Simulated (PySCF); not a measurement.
Vertical excitations of a molecule CH₈OSi₂ from TDA-PBE/def2-SVPD (PySCF), as energy in eV (oscillator strength): 6.33 (0.000), 6.48 (0.000), 7.06 (0.009), 7.28 (0.034), 7.30 (0.055), 7.35 (0.001), 7.37 (0.000), 7.47 (0.078), 7.60 (0.002), 7.80 (0.049). Lowest triplet (TDA): 6.07 eV. Coordinates come from a PBE0-D3(BJ)/def2-SVP optimisation. Other conformers were not sampled.

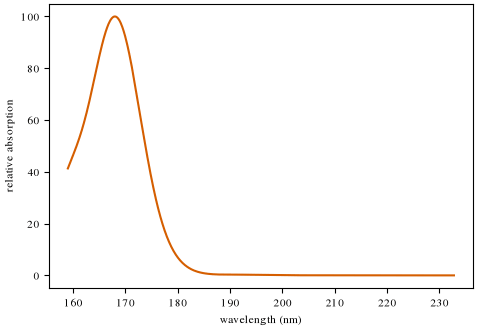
Fig. 1. The lines broadened by 0.4 eV.

Problem. Pick the molecule that these values belong to.
A) C[SiH2][SiH2]O
B) OC[SiH2][SiH3]
C) CO[SiH2][SiH3]
D) C[SiH2]O[SiH3]

Solution. D, C[SiH2]O[SiH3]
